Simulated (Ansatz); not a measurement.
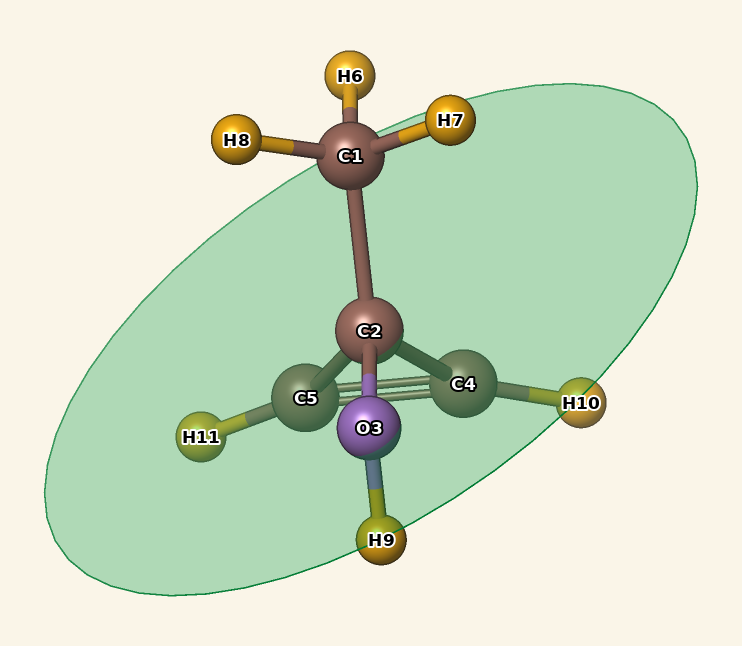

A disc through the centre of mass is drawn in. Distant atoms are faded towards the background colour. The geometry was computed by an optimisation with PBE0-D4/def2-TZVP.

**Is the plane of the disc a mirror plane of the structure?**

No. The point group is Cs, with 1 mirror plane, and this plane isn't one of its mirror planes.
